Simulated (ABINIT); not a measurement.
Band structure of MnN (F-43m, 2 atoms in the cell).

```
CELL_PARAMETERS angstrom
      0.00000     2.11547     2.11547
      2.11547     0.00000     2.11547
      2.11547     2.11547     0.00000
ATOMIC_POSITIONS crystal
  Mn 0.00000 0.00000 0.00000
  N  0.25000 0.25000 0.25000
```

Method of the run: PBEsol, PAW (JTH v2.0 PBE PAW, files made for PBE) (plane waves; ABINIT).

Settings: pseudos = [Mn.GGA_PBE-JTH.xml, N.GGA_PBE-JTH.xml]; ecut = 816 eV; pawecutdg = 1633 eV; pawxcdev = 0; ixc = -116133; occopt = 3; tsmear = 0.00367493 Ha; ngkpt = 9 9 9; nshiftk = 1; shiftk = 0 0 0; potentials = JTH v2.0 PBE PAW; kptopt = 1; nstep = 100.

The starting cell comes from a database of computed structures (which also holds hypothetical and non-ambient phases and stackings), without a prior relaxation at this level. Spin polarisation is off, so a magnetic state, if there is one, cannot be reached. The potentials were made for another functional than the one used.

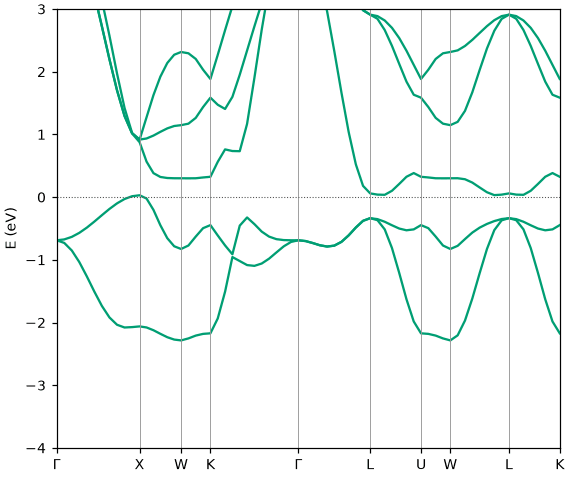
Fig. 1. Bands along the path, energies from the Fermi level.

Levels in eV from the Fermi level, bands 7 to 14:
| point | 7 | 8 | 9 | 10 | 11 | 12 | 13 | 14 |
|---|---|---|---|---|---|---|---|---|
| Γ | -5.91 | -5.91 | -0.69 | -0.69 | 3.52 | 4.59 | 4.59 | 4.59 |
| X | -4.23 | -4.23 | -2.06 | 0.03 | 0.88 | 0.92 | 0.92 | 8.42 |
| W | -5.24 | -4.21 | -2.28 | -0.83 | 0.30 | 1.15 | 2.31 | 9.80 |
| K | -4.85 | -4.58 | -2.17 | -0.45 | 0.32 | 1.59 | 1.88 | 9.27 |
| L | -5.36 | -5.36 | -0.34 | -0.34 | 0.06 | 2.91 | 2.91 | 8.46 |
| U | -4.85 | -4.58 | -2.17 | -0.45 | 0.32 | 1.59 | 1.88 | 9.27 |

Bands cross the Fermi level along this path, so the cell is metallic at this level.
